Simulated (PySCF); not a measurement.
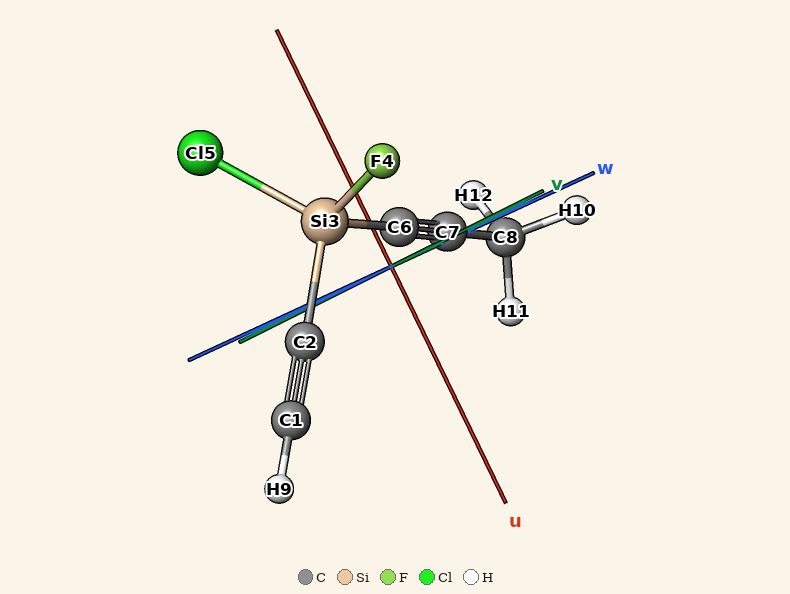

The lines u, v and w are the principal axes of the static dipole polarisability. The computed structure is the end point of a GFN2-xTB optimisation. No frequency run is at hand to confirm it as a minimum. Level of theory: CAM-B3LYP/def2-SVPD (PySCF 2.14.0).

Question. Along which axis is the molecule most polarisable, and along which least?

Answer. Most along w (close to the long direction C1···C8), least along v.

Question. Give the three principal values.

Answer. u 91.1, v 68.5, w 118.6 bohr³; mean 92.7, anisotropy 43.5 bohr³.

The geometry is semi-empirical. Around Si such bond lengths and angles can be off by a tenth of an ångström or more and by several degrees, and values that hang on the shape move with them.
